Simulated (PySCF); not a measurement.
# CH3LiO (SMILES [Li][O]C) at 6 levels

Wanted: a comparison of 6 runs (HF/3-21G, BP86/6-31G, B3LYP/6-31G*, BLYP/def2-SVP, CCSD(T)/6-31G**) of CH3LiO. The job is set up through a Python script.

The results are computed with PySCF 2.14.0.

### Step 1. The structure to begin with

The species is CH3LiO (6 atoms), meant as a singlet with charge 0. As SMILES, `[Li][O]C`. The shape is that of a PBE0-D4/def2-TZVP optimisation.

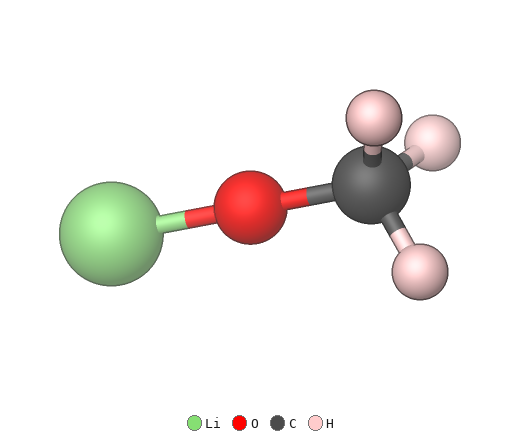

The structure, seen from a chosen angle (lithium green, oxygen red, carbon dark grey, hydrogen pink).

### Step 2. Energy and gradient at HF/3-21G (run 1)

File start.xyz:

```xyz
6

Li    -1.839400    -1.015400    -1.240600
O     -0.645300    -0.365700    -0.443200
C      0.389500     0.197500     0.247700
H      1.028500    -0.554300     0.746000
H      1.061700     0.790000    -0.399500
H      0.047100     0.884000     1.043500
```

File calc.py:

```python
import pyscf.grad
from pyscf import gto

molecule = gto.Mole()
molecule.atom = 'start.xyz'
molecule.verbose = 4
molecule.charge = 0
molecule.spin = 0
molecule.max_memory = 1860
molecule.basis = '3-21g'
molecule.build()

myscf = molecule.RHF()
myscf.conv_tol = 1e-10
myscf.kernel()
if not myscf.converged:
    myscf = myscf.newton().run(myscf.mo_coeff, myscf.mo_occ)

etot = myscf.e_tot
print('Final energy', etot)
grad = myscf.Gradients().kernel()
myscf.analyze()
```

Started as:

```bash
$ OMP_NUM_THREADS=1 python calc.py
```

What it wrote:

```text
PySCF version 2.14.0

[... 60 lines left out ...]
converged SCF energy = -121.264598329
[... 16 lines left out ...]
One-electron Energy =                 -260.059569592868854
[... 5 lines left out ...]
MO #1   energy= -20.3235429965338  occ= 2
[... 3 lines left out ...]
MO #5   energy= -0.832196269921842 occ= 2
[... 3 lines left out ...]
MO #9   energy= -0.32779993756357  occ= 2
[... 3 lines left out ...]
MO #13  energy= 0.0676774293516633 occ= 0
[... 3 lines left out ...]
MO #17  energy= 0.267932317349042  occ= 0
[... 3 lines left out ...]
MO #21  energy= 0.443932008580111  occ= 0
[... 3 lines left out ...]
MO #25  energy= 1.07169257599687   occ= 0
[... 3 lines left out ...]
MO #29  energy= 1.94106683906143   occ= 0
[... 3 lines left out ...]
MO #33  energy= 3.45484765949652   occ= 0
[... 3 lines left out ...]
pop of  0 Li 2s           0.09542
pop of  0 Li 3s           0.00127
pop of  0 Li 2px          0.03200
pop of  0 Li 2py          0.05004
pop of  0 Li 2pz          0.04620
pop of  0 Li 3px          0.00650
pop of  0 Li 3py          0.00877
pop of  0 Li 3pz          0.00829
pop of  1 O 1s            1.99981
pop of  1 O 2s            1.70197
pop of  1 O 3s            0.00444
pop of  1 O 2px           1.61035
pop of  1 O 2py           1.80216
pop of  1 O 2pz           1.76140
pop of  1 O 3px           0.00390
pop of  1 O 3py           0.00636
pop of  1 O 3pz           0.00584
pop of  2 C 1s            1.99974
pop of  2 C 2s            0.98169
pop of  2 C 3s            0.00118
pop of  2 C 2px           0.93445
pop of  2 C 2py           1.03674
pop of  2 C 2pz           1.01500
pop of  2 C 3px           0.00657
pop of  2 C 3py           0.00523
pop of  2 C 3pz           0.00552
pop of  3 H 1s            0.94896
pop of  3 H 2s            0.00763
pop of  4 H 1s            0.94895
pop of  4 H 2s            0.00763
pop of  5 H 1s            0.94896
pop of  5 H 2s            0.00763
 ** Mulliken atomic charges  **
charge of    0Li =      0.75210
charge of    1O =     -0.89622
charge of    2C =      0.01388
charge of    3H =      0.04341
charge of    4H =      0.04342
charge of    5H =      0.04341
Dipole moment(X, Y, Z, Debye): -3.47715, -1.89176, -2.32209
```

It took 1.9 s on 1 thread of Intel Xeon at 2.70GHz, shared host; peak memory 0.12 GiB.

### Step 3. Energy and forces at BP86/6-31G (run 2)

File input.py:

```python
import pyscf.grad
from pyscf import gto, dft

mol = gto.Mole()
mol.atom = [
    ('Li', (-1.839400, -1.015400, -1.240600)),
    ('O', (-0.645300, -0.365700, -0.443200)),
    ('C', (0.389500, 0.197500, 0.247700)),
    ('H', (1.028500, -0.554300, 0.746000)),
    ('H', (1.061700, 0.790000, -0.399500)),
    ('H', (0.047100, 0.884000, 1.043500)),
]
mol.verbose = 4
mol.spin = 0
mol.max_memory = 1860
mol.basis = '6-31g'
mol.build()

mf = dft.RKS(mol, xc='bp86')
mf.conv_tol = 1e-10
mf.grids.level = 5
mf.kernel()
if not mf.converged:
    mf = mf.newton().run(mf.mo_coeff, mf.mo_occ)

energy = mf.e_tot
print(f'total energy: {energy:.8f} hartree')
grad = mf.Gradients().kernel()
dip = mf.dip_moment()
pop, q = mf.mulliken_pop()
```

Started as:

```bash
$ OMP_NUM_THREADS=1 python input.py
```

What it wrote:

```text
PySCF version 2.14.0

[... 56 lines left out ...]
WARN: HOMO 0.0294406675681747 == LUMO 0.0294410018351846
[... 22 lines left out ...]
converged SCF energy = -122.634852327536
total energy: -122.63485233 hartree
[... 13 lines left out ...]
Dipole moment(X, Y, Z, Debye): -3.23758, -1.76144, -2.16210
[... 1 line left out ...]
pop of  0 Li 1s           1.99462
pop of  0 Li 2s           0.06258
pop of  0 Li 3s          -0.00427
pop of  0 Li 2px          0.12167
pop of  0 Li 2py          0.15240
pop of  0 Li 2pz          0.14585
pop of  0 Li 3px         -0.00765
pop of  0 Li 3py         -0.00185
pop of  0 Li 3pz         -0.00308
pop of  1 O 1s            1.99697
pop of  1 O 2s            0.88942
pop of  1 O 3s            0.98660
pop of  1 O 2px           0.92132
pop of  1 O 2py           0.99742
pop of  1 O 2pz           0.98125
pop of  1 O 3px           0.57570
pop of  1 O 3py           0.68951
pop of  1 O 3pz           0.66532
pop of  2 C 1s            1.99624
pop of  2 C 2s            0.68563
pop of  2 C 3s            0.57210
pop of  2 C 2px           0.67568
pop of  2 C 2py           0.71604
pop of  2 C 2pz           0.70746
pop of  2 C 3px           0.21276
pop of  2 C 3py           0.30076
pop of  2 C 3pz           0.28205
pop of  3 H 1s            0.54080
pop of  3 H 2s            0.35503
pop of  4 H 1s            0.54081
pop of  4 H 2s            0.35502
pop of  5 H 1s            0.54080
pop of  5 H 2s            0.35503
 ** Mulliken atomic charges  **
charge of    0Li =      0.53974
charge of    1O =     -0.70351
charge of    2C =     -0.14873
charge of    3H =      0.10417
charge of    4H =      0.10417
charge of    5H =      0.10417
```

It took 12 s on 1 thread of Intel Xeon at 2.70GHz, shared host; peak memory 0.39 GiB.

Runs 3 to 5 aren't shown in full; the table further down has their settings and results.

### Step 4. A single-point energy at CCSD(T)/6-31G(d,p) (spherical functions) (run 6)

File job.py:

```python
# [Li][O]C
from pyscf import gto, cc

mol = gto.M(
    atom=[
    ('Li', (-1.839400, -1.015400, -1.240600)),
    ('O', (-0.645300, -0.365700, -0.443200)),
    ('C', (0.389500, 0.197500, 0.247700)),
    ('H', (1.028500, -0.554300, 0.746000)),
    ('H', (1.061700, 0.790000, -0.399500)),
    ('H', (0.047100, 0.884000, 1.043500)),
],
    max_memory=1860,
    verbose=3,
    basis='6-31g**',
)

calc0 = mol.RHF()
calc0.conv_tol = 1e-10
calc0.kernel()
if not calc0.converged:
    calc0 = calc0.newton().run(calc0.mo_coeff, calc0.mo_occ)

mycc = cc.CCSD(calc0, frozen=2)
mycc.kernel()
e_t = mycc.ccsd_t()
e_final = mycc.e_tot + e_t
print('E(%s) = %.9f' % ('CCSD(T)', e_final))
dip = calc0.dip_moment()
pop, q = calc0.mulliken_pop()
```

Started as:

```bash
$ OMP_NUM_THREADS=1 python job.py
```

What it wrote:

```text
converged SCF energy = -121.935316343252
E(CCSD) = -122.296563494815  E_corr = -0.3612471515634195
CCSD(T) correction = -0.00836575619174621
E(CCSD(T)) = -122.304929251
Dipole moment(X, Y, Z, Debye): -3.91315, -2.12903, -2.61322
 ** Mulliken pop  **
pop of  0 Li 1s           1.99806
pop of  0 Li 2s           0.05113
pop of  0 Li 3s          -0.00498
pop of  0 Li 2px          0.08635
pop of  0 Li 2py          0.10126
pop of  0 Li 2pz          0.09808
pop of  0 Li 3px         -0.00950
pop of  0 Li 3py         -0.00746
pop of  0 Li 3pz         -0.00789
pop of  0 Li 3dxy         0.01029
pop of  0 Li 3dyz         0.00689
pop of  0 Li 3dz^2        0.01511
pop of  0 Li 3dxz         0.00808
pop of  0 Li 3dx2-y2      0.01580
pop of  1 O 1s            1.99778
pop of  1 O 2s            0.86577
pop of  1 O 3s            1.00967
pop of  1 O 2px           0.91042
pop of  1 O 2py           0.99702
pop of  1 O 2pz           0.97862
pop of  1 O 3px           0.62798
pop of  1 O 3py           0.73927
pop of  1 O 3pz           0.71561
pop of  1 O 3dxy          0.00289
pop of  1 O 3dyz          0.00160
pop of  1 O 3dz^2         0.00125
pop of  1 O 3dxz          0.00362
pop of  1 O 3dx2-y2       0.00202
pop of  2 C 1s            1.99730
pop of  2 C 2s            0.64153
pop of  2 C 3s            0.50032
pop of  2 C 2px           0.62748
pop of  2 C 2py           0.66227
pop of  2 C 2pz           0.65488
pop of  2 C 3px           0.20488
pop of  2 C 3py           0.27884
pop of  2 C 3pz           0.26311
pop of  2 C 3dxy          0.02154
pop of  2 C 3dyz          0.01989
pop of  2 C 3dz^2         0.00808
pop of  2 C 3dxz          0.02101
pop of  2 C 3dx2-y2       0.01032
pop of  3 H 1s            0.54434
pop of  3 H 2s            0.40173
pop of  3 H 2px           0.00385
pop of  3 H 2py           0.00480
pop of  3 H 2pz           0.00322
pop of  4 H 1s            0.54435
pop of  4 H 2s            0.40172
pop of  4 H 2px           0.00411
pop of  4 H 2py           0.00389
pop of  4 H 2pz           0.00388
pop of  5 H 1s            0.54434
pop of  5 H 2s            0.40173
pop of  5 H 2px           0.00187
pop of  5 H 2py           0.00458
pop of  5 H 2pz           0.00543
 ** Mulliken atomic charges  **
charge of    0Li =      0.63879
charge of    1O =     -0.85350
charge of    2C =      0.08855
charge of    3H =      0.04205
charge of    4H =      0.04206
charge of    5H =      0.04205
```

Run time: 4.8 s. Hardware: 1 thread of Intel Xeon at 2.70GHz, shared host; peak memory 0.19 GiB.

### Step 5. Overview of the runs

```csv
run,level,integration grid,Cartesian functions,energy (Eh),dipole moment (D) of the reference,HOMO energy (eV),LUMO energy (eV),wall time
1,HF/3-21G,–,no,-121.264598,4.59,-8.92,0.28,1.9 s
2,BP86/6-31G,5,no,-122.634852,4.27,-4.09,-1.47,12 s
3,B3LYP/6-31G* (spherical functions),5,no,-122.675024,4.62,-5.27,-1.23,13 s
4,B3LYP/6-31G* (Cartesian functions),5,yes,-122.676662,4.62,-5.28,-1.23,11 s
5,BLYP/def2-SVP,5,no,-122.542699,4.33,-4.01,-1.54,10 s
6,CCSD(T)/6-31G** (spherical functions),–,no,-122.304929,5.16,-9.22,0.33,4.8 s
```

### Step 6. Outcome

```
                                          quantity          value
                               run 6: total energy  -122.30493 Eh
       run 6: dipole moment (Hartree–Fock density)         5.16 D
        run 6: HOMO energy (Hartree–Fock orbitals)       -9.22 eV
        run 6: LUMO energy (Hartree–Fock orbitals)        0.33 eV
      run 6: HOMO–LUMO gap (Hartree–Fock orbitals)        9.55 eV
run 6: correlation energy (2 core orbitals frozen)     -369.6 mEh
                             run 6: (T) correction      -8.37 mEh
                              run 6: T1 diagnostic          0.016
```

In words: Over runs 1, 2, 3, 4, 5 the dipole moment (its size) runs from 4.27 D (BP86/6-31G) to 4.62 D (B3LYP/6-31G*). The two ends differ in method and basis. Over runs 1, 2, 3, 4, 5 the HOMO–LUMO gap runs from 2.48 eV (BLYP/def2-SVP) to 9.20 eV (HF/3-21G). Totals of different functionals can't be ranked against each other. All runs together took 53 s, the longest 13 s.
